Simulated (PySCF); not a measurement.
SMILES F[Se](F)(F)(F)(F)F (F6Se) at its PBE0/def2-SVP optimised geometry (Å):

```
7

F     -0.0011     1.7039     0.0000
Se     0.0000     0.0000     0.0000
F      1.7036     0.0000     0.0000
F      0.0005    -0.0001    -1.7039
F     -1.7036    -0.0001     0.0001
F     -0.0005     0.0001     1.7039
F      0.0011    -1.7039    -0.0001
```

Calculation: PySCF 2.14.0 with PBE0/def2-TZVP. Cells within 0.4 Å of a nucleus heavier than hydrogen are left out (blank, or x).

Map of the deformation density (molecule minus spherical neutral atoms) (e/bohr³) on the plane z = 0.0 Å:

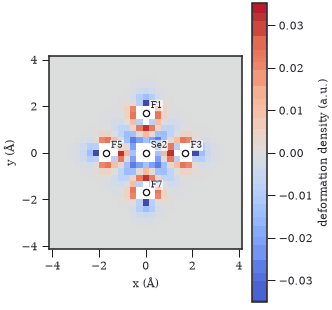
*Deformation density (molecule minus spherical neutral atoms) (e/bohr³) on the plane z = 0.0 Å.*
